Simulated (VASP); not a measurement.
Band structure of CuAu (L1_0). Computed with LDA (Ceperley-Alder, Perdew-Zunger), VASP's LDA PAW potentials (set 64) (plane waves; VASP).

Unless said otherwise, spin-orbit coupling is left out, though it shifts the bands of the heavy elements here.

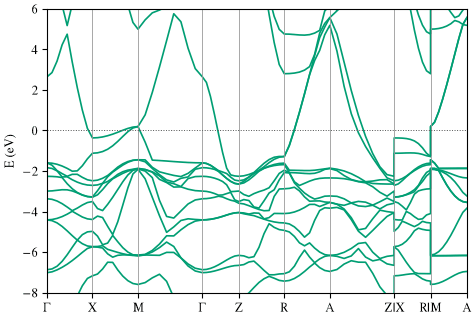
Figure: Bands along high-symmetry lines, zero at the valence-band maximum or, without a gap, the Fermi level

### Question
Read the plot: is there a gap, and where are the band edges?

### Answer
It has no gap at this level: it comes out as a metal or semimetal. (Edges off the drawn lines would not show.)

The compound is CuAu in the L1_0 structure. It was relaxed first.
